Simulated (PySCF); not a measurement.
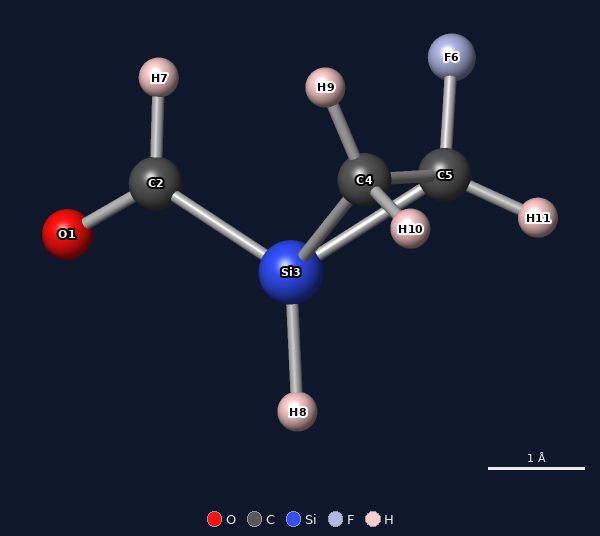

Figure 1. The input geometry (ball-and-stick view, seen at a tilt; atoms are numbered from 1 in the order of the input). Bond lengths as drawn: C–C 1.52 Å, C–F 1.36 Å, C–H 1.07 to 1.11 Å, C–O 1.22 Å, C–Si 1.85 to 1.90 Å and H–Si 1.46 Å.

## C3H5FOSi: geometry relaxation

C3H5FOSi, computed with PBE0-D3(BJ)/def2-SVP geometry optimisation, gas phase (PySCF 2.14.0).

**Log**
```
step   0  E = -581.06420454  max force = 0.030961
step   1  E = -581.06662808  max force = 0.015186
step   2  E = -581.06700724  max force = 0.006929
step   3  E = -581.06750329  max force = 0.004935
step   4  E = -581.06763934  max force = 0.001623
step   5  E = -581.06768400  max force = 0.000700
step   6  E = -581.06770210  max force = 0.000544
step   7  E = -581.06771180  max force = 0.000644
step   8  E = -581.06772717  max force = 0.000609
step   9  E = -581.06773447  max force = 0.000328
optimisation converged
```

**Trajectory as extended XYZ (Å, eV, eV/Å), 10 frames, from step=0 to step=9**
```
11
Properties=species:S:1:pos:R:3:forces:R:3 step=0 energy=-15811.56237
O     3.0389    0.4430    0.6042   -1.2822  -0.2229  -0.1676
C     1.9014   -0.0048    0.6272    1.5921   0.6321  -0.1512
Si    0.4394    0.6732   -0.3866    0.1977  -0.6421   0.1588
C    -1.2109    0.3198    0.3755   -1.0645  -0.0726  -0.0003
C    -0.8879   -0.6411   -0.7552    0.5662   0.0360   1.1108
F    -0.6950   -1.9322   -0.3712    0.2321  -0.2036   0.1174
H     1.7053   -0.8842    1.2695   -0.3931  -0.3826   0.2232
H     0.6381    1.7791   -1.3116    0.1158   0.4610  -0.2423
H    -1.3162   -0.1341    1.3756    0.3461   0.0270  -0.1799
H    -2.0763    0.9774    0.1921    0.2262   0.0521  -0.0430
H    -1.4987   -0.6218   -1.6351   -0.5364   0.3156  -0.8259
11
Properties=species:S:1:pos:R:3:forces:R:3 step=1 energy=-15811.62832
O     2.9532    0.7957    0.4531    0.6552   0.1483   0.0236
C     1.9721    0.1210    0.5940   -0.7809  -0.0968   0.0452
Si    0.3951    0.6003   -0.3658    0.0499  -0.0631  -0.0897
C    -1.2821    0.2320    0.3848   -0.1278  -0.0666   0.0295
C    -0.9002   -0.7325   -0.7116   -0.0626  -0.0071  -0.1255
F    -0.6554   -2.0156   -0.3185    0.0099   0.0077   0.0322
H     1.9383   -0.7611    1.2882    0.1196  -0.0267  -0.0076
H     0.5939    1.7457   -1.2811   -0.0522   0.0482  -0.0311
H    -1.3295   -0.1987    1.3910    0.1070  -0.0115   0.0556
H    -2.1322    0.8897    0.1772   -0.0259   0.0718  -0.0019
H    -1.5153   -0.7018   -1.6253    0.1078  -0.0043   0.0695
11
Properties=species:S:1:pos:R:3:forces:R:3 step=2 energy=-15811.63864
O     3.0044    0.7101    0.5118   -0.1777   0.2310  -0.2150
C     1.9413    0.1456    0.5829    0.1985  -0.3563   0.2313
Si    0.3791    0.6329   -0.3991    0.2630   0.2035  -0.0625
C    -1.2740    0.2339    0.3897   -0.1140  -0.0362  -0.0403
C    -0.8882   -0.7316   -0.7091    0.0345  -0.0242   0.0903
F    -0.5992   -2.0012   -0.3025   -0.0196   0.0123  -0.0054
H     1.8535   -0.7541    1.2501   -0.2140  -0.0429   0.0152
H     0.5481    1.7784   -1.3249   -0.0845   0.0088  -0.0177
H    -1.2766   -0.1887    1.4021    0.0802   0.0020  -0.0063
H    -2.1416    0.8774    0.2003    0.0120  -0.0043   0.0085
H    -1.5090   -0.7280   -1.6156    0.0216   0.0062   0.0020
11
Properties=species:S:1:pos:R:3:forces:R:3 step=3 energy=-15811.65214
O     2.9673    0.6962    0.4975   -0.1740  -0.0611   0.0513
C     1.9063    0.1256    0.5893    0.2537   0.0442  -0.1555
Si    0.3791    0.6562   -0.4194    0.1707   0.0102   0.0960
C    -1.2581    0.2381    0.3931   -0.1464  -0.0284  -0.1200
C    -0.8697   -0.7282   -0.7056   -0.0274   0.0424   0.1363
F    -0.5587   -1.9896   -0.2904    0.0070  -0.0008  -0.0226
H     1.7964   -0.7761    1.2527   -0.0807   0.0461   0.0156
H     0.5342    1.8024   -1.3490   -0.0272  -0.0327   0.0305
H    -1.2290   -0.1802    1.4075    0.0621   0.0283  -0.0209
H    -2.1365    0.8717    0.2181    0.0052  -0.0561   0.0054
H    -1.4936   -0.7413   -1.6080   -0.0430   0.0079  -0.0161
11
Properties=species:S:1:pos:R:3:forces:R:3 step=4 energy=-15811.65584
O     2.9698    0.6957    0.4984   -0.0397  -0.0636   0.0023
C     1.9120    0.1210    0.5780    0.0515   0.0835   0.0191
Si    0.3832    0.6560   -0.4197    0.0403   0.0245  -0.0143
C    -1.2584    0.2392    0.3917   -0.0676  -0.0543  -0.0442
C    -0.8708   -0.7263   -0.7031    0.0057   0.0331   0.0419
F    -0.5498   -1.9859   -0.2904   -0.0198  -0.0272  -0.0056
H     1.7833   -0.7687    1.2536   -0.0015  -0.0051  -0.0099
H     0.5329    1.8008   -1.3485   -0.0151  -0.0011  -0.0006
H    -1.2168   -0.1751    1.4063    0.0395   0.0072   0.0123
H    -2.1462    0.8591    0.2214    0.0125   0.0040   0.0021
H    -1.5014   -0.7411   -1.6018   -0.0058  -0.0010  -0.0030
11
Properties=species:S:1:pos:R:3:forces:R:3 step=5 energy=-15811.65705
O     2.9740    0.6846    0.5010   -0.0007  -0.0167  -0.0090
C     1.9086    0.1255    0.5748    0.0160   0.0277   0.0267
Si    0.3833    0.6624   -0.4263    0.0126  -0.0005  -0.0076
C    -1.2537    0.2369    0.3933   -0.0360  -0.0163  -0.0280
C    -0.8677   -0.7266   -0.7010   -0.0136  -0.0120   0.0275
F    -0.5489   -1.9877   -0.2902    0.0072  -0.0048  -0.0096
H     1.7647   -0.7626    1.2497   -0.0025  -0.0101   0.0010
H     0.5228    1.8063   -1.3571   -0.0109   0.0021  -0.0117
H    -1.1967   -0.1731    1.4090    0.0235   0.0055   0.0068
H    -2.1450    0.8524    0.2288   -0.0014   0.0082   0.0099
H    -1.5036   -0.7435   -1.5962    0.0058   0.0169  -0.0059
11
Properties=species:S:1:pos:R:3:forces:R:3 step=6 energy=-15811.65755
O     2.9778    0.6685    0.5003    0.0046   0.0099  -0.0036
C     1.9028    0.1290    0.5727    0.0000  -0.0183  -0.0002
Si    0.3822    0.6684   -0.4355   -0.0129   0.0071  -0.0033
C    -1.2488    0.2354    0.3964   -0.0076   0.0060  -0.0107
C    -0.8665   -0.7262   -0.6986    0.0192  -0.0280   0.0147
F    -0.5373   -1.9864   -0.2927   -0.0124   0.0036  -0.0089
H     1.7413   -0.7554    1.2493    0.0007   0.0030   0.0080
H     0.5094    1.8094   -1.3720   -0.0014  -0.0009  -0.0071
H    -1.1695   -0.1686    1.4133    0.0028  -0.0007   0.0005
H    -2.1463    0.8447    0.2431   -0.0016   0.0035   0.0127
H    -1.5073   -0.7441   -1.5904    0.0085   0.0149  -0.0021
11
Properties=species:S:1:pos:R:3:forces:R:3 step=7 energy=-15811.65781
O     2.9794    0.6685    0.4969    0.0086   0.0070  -0.0040
C     1.9041    0.1302    0.5720   -0.0162  -0.0086  -0.0004
Si    0.3824    0.6672   -0.4372   -0.0061  -0.0062   0.0044
C    -1.2472    0.2341    0.3981   -0.0015   0.0169  -0.0127
C    -0.8676   -0.7267   -0.6984    0.0071  -0.0331   0.0139
F    -0.5447   -1.9898   -0.2967   -0.0010   0.0111  -0.0060
H     1.7411   -0.7501    1.2539    0.0045   0.0033   0.0029
H     0.5068    1.8065   -1.3763    0.0009  -0.0039  -0.0046
H    -1.1632   -0.1697    1.4147    0.0019  -0.0029  -0.0017
H    -2.1448    0.8444    0.2490   -0.0035  -0.0009   0.0119
H    -1.5085   -0.7397   -1.5902    0.0052   0.0172  -0.0037
11
Properties=species:S:1:pos:R:3:forces:R:3 step=8 energy=-15811.65823
O     2.9822    0.6707    0.4855    0.0143   0.0057  -0.0010
C     1.9072    0.1334    0.5710   -0.0313  -0.0018  -0.0065
Si    0.3827    0.6621   -0.4394   -0.0023  -0.0078   0.0096
C    -1.2453    0.2319    0.4016    0.0035   0.0212  -0.0114
C    -0.8716   -0.7278   -0.6976   -0.0008  -0.0241   0.0098
F    -0.5588   -1.9954   -0.3041    0.0038   0.0084  -0.0003
H     1.7458   -0.7382    1.2646    0.0074   0.0035  -0.0008
H     0.5036    1.7967   -1.3848    0.0052  -0.0039  -0.0002
H    -1.1527   -0.1727    1.4172    0.0038  -0.0063  -0.0024
H    -2.1438    0.8432    0.2622   -0.0034  -0.0040   0.0059
H    -1.5116   -0.7292   -1.5902   -0.0001   0.0091  -0.0026
11
Properties=species:S:1:pos:R:3:forces:R:3 step=9 energy=-15811.65843
O     2.9830    0.6747    0.4754    0.0072   0.0025  -0.0002
C     1.9088    0.1370    0.5692   -0.0169   0.0037  -0.0044
Si    0.3823    0.6583   -0.4412   -0.0043  -0.0037   0.0062
C    -1.2441    0.2307    0.4041    0.0022   0.0125  -0.0054
C    -0.8745   -0.7294   -0.6961   -0.0032  -0.0087   0.0029
F    -0.5672   -1.9992   -0.3069    0.0026   0.0023   0.0022
H     1.7511   -0.7285    1.2711    0.0047   0.0019  -0.0021
H     0.5018    1.7890   -1.3914    0.0063  -0.0020   0.0013
H    -1.1449   -0.1753    1.4186    0.0049  -0.0043  -0.0011
H    -2.1444    0.8409    0.2720   -0.0015  -0.0036   0.0008
H    -1.5142   -0.7237   -1.5891   -0.0021  -0.0005  -0.0002
```

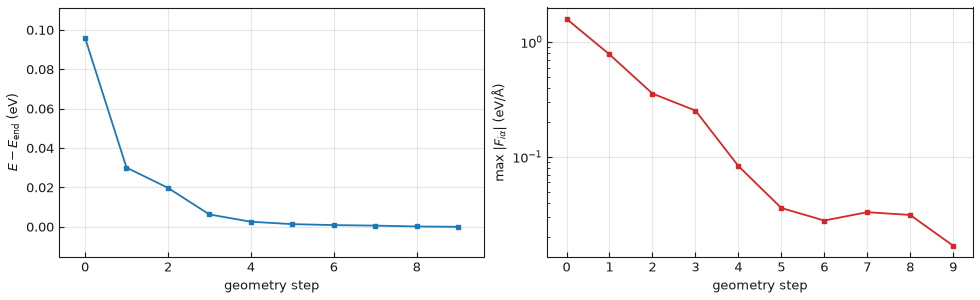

Figure 2. Progress of the relaxation, step by step (steps are counted from 0).

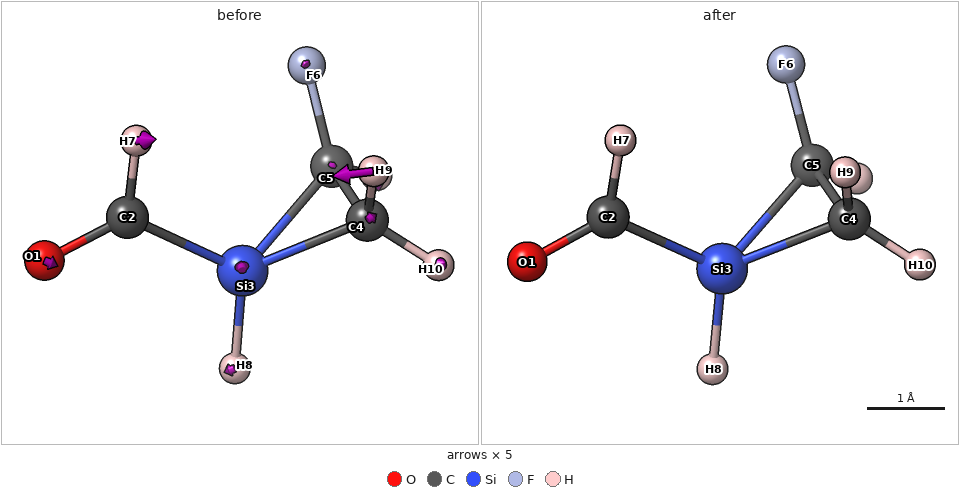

Figure 3. Before (left) and after (right) the relaxation, at one scale (ball-and-stick view, seen at a tilt). The pink arrows give the displacements, magnified 5 times. H9 moves most after the best rigid fit: 0.11 Å. By element the largest moves are H 0.11 Å, O 0.04 Å, Si 0.04 Å, C 0.03 Å, F 0.02 Å. Among the contacts that change: Si3–C4 1.852 → 1.882 Å, C5–H11 1.071 → 1.098 Å, Si3–H8 1.455 → 1.482 Å, C2–H7 1.106 → 1.125 Å. Among the angles that change: Si3–C4–H9 122.5° → 114.9°, H9–C4–H10 108.7° → 113.1°, Si3–C5–H11 123.0° → 119.6°. The energy falls by 0.096 eV in 9 geometry steps. The largest force component goes from 1.6 to 0.017 eV/Å. (Atoms are counted from 1 in the order of the input.)

The run was set up as follows.

**Input**
```
{"job": {"xc": "PBE0", "basis": "def2-SVP", "d3": "d3bj", "grid": 1, "shake": 0.01, "kind": "geom"}, "charge": 0, "multiplicity": 1}
O      3.038880     0.442960     0.604170
C      1.901400    -0.004820     0.627250
Si     0.439430     0.673200    -0.386610
C     -1.210920     0.319810     0.375500
C     -0.887900    -0.641050    -0.755180
F     -0.694970    -1.932230    -0.371240
H      1.705300    -0.884170     1.269460
H      0.638090     1.779080    -1.311620
H     -1.316180    -0.134140     1.375640
H     -2.076330     0.977390     0.192090
H     -1.498690    -0.621840    -1.635140
```

The first line tells a small driver script what to run in PySCF; the rest is the geometry in Å.

Command:
```bash
OMP_NUM_THREADS=1 python <driver script> task.json out
```

**Results in brief**

- outcome: converged
- total energy: −581.067734 hartree
- dipole moment: 2.64 D
- point group: C1
- hardware: 1 CPU thread, shared host
- wall time: 41 s
- peak memory: 0.47 GiB
